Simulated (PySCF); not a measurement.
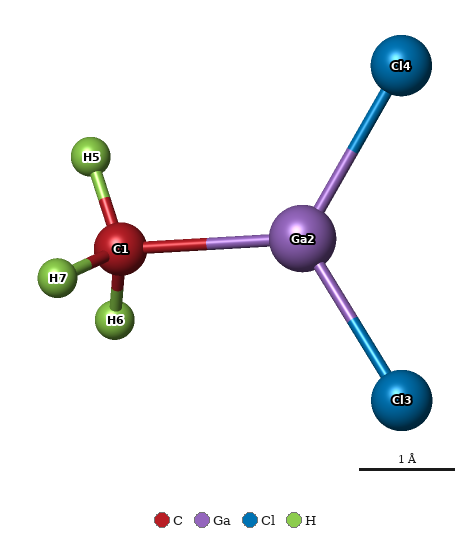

*The input geometry (ball-and-stick view, seen at a tilt; atoms are numbered from 1 in the order of the input). Sticks mark near contacts.*

# CH3Cl2Ga (charge +1): single-point calculation

The run: single-point calculation of CH3Cl2Ga, charge +1, multiplicity 2. Method and program: MP2/aug-cc-pVDZ, UHF (PySCF 2.14.0).

The geometry is that of the parent species in another charge or spin state. The geometry comes from this level: GFN2-xTB.

Output:
```
WARN: HOMO -0.325353187024433 >= LUMO -0.325353187024433

converged SCF energy = -2881.60096908211  <S^2> = 0.7715463  2S+1 = 2.0214315
E(UMP2) = -2882.09901955483  E_corr = -0.49805047271139
E(SCS-UMP2) = -2882.08652259519  E_corr = -0.485553513080418
E = -2882.0990195548 Eh
```

The run was set up as follows.

Input (run.py):
```python
from pyscf import gto, scf, mp

mol = gto.M(
    atom='''
C     -0.400716     1.897776    -0.229980
Ga     0.375016    -1.850949     0.220059
Cl     3.492649    -3.097677     2.329598
Cl    -1.885720    -4.679680    -1.400268
H     -2.202684     2.129003    -1.202565
H     -0.477590     2.814388     1.616245
H      1.099046     2.787119    -1.333051
''',
    unit='bohr',
    verbose=3,
    basis='aug-cc-pvdz',
    charge=1,
    spin=1,
    max_memory=1860,
)

mf = scf.UHF(mol)
mf.conv_tol = 1e-06
mf.kernel()

pt = mp.MP2(mf, frozen=20).run()
etot = pt.e_tot
print('E = %.10f Eh' % etot)
```

Run as:
```bash
OMP_NUM_THREADS=1 python run.py
```

Key numbers:

```csv
quantity,value
outcome,converged
total energy,−2882.099020 hartree
SCF energy,−2881.600969 hartree
correlation energy,−0.498050 hartree
basis functions,140
⟨S²⟩,0.772
hardware,"1 thread of Arm Neoverse V1, 24 GiB of memory available, shared host"
wall time,16 s
peak memory,0.67 GiB
```

Notes:

The record of the run, not the program, notes: dipole of an ion depends on the origin.
